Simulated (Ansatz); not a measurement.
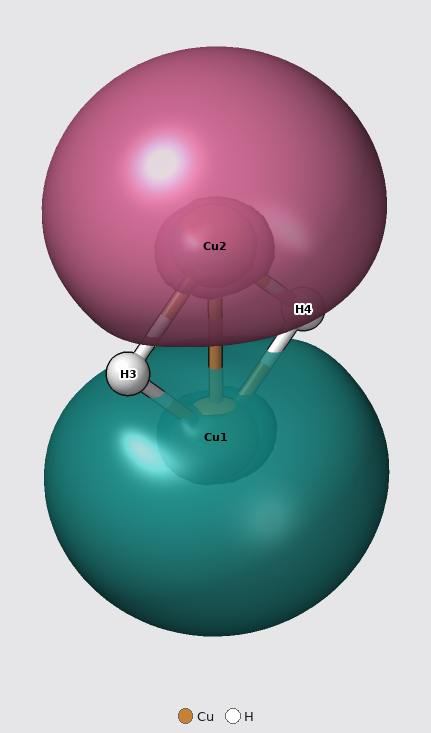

*Cu₂H₂ (charge +1, doublet). The LUMO (α) at ±0.08 Å⁻³ᐟ² (teal and pink are the two phases), seen at an oblique angle.*

Geometry: r2SCAN-D4/def2-TZVP.

The calculation used UKS PBE0-D4/def2-TZVP in Ansatz.

```
atom    x (Å)    y (Å)    z (Å)
  Cu  -0.8644  -0.2528   0.7121
  Cu   0.8642   0.2530  -0.7115
   H   0.0893   1.0857   0.4923
   H  -0.0891  -1.0858  -0.4929
```

> What is the character of this orbital?

It lies mainly on Cu1 (about 45 %) and Cu2 (about 45 %); it is ungerade (odd under inversion). Its energy is −7.99 eV.
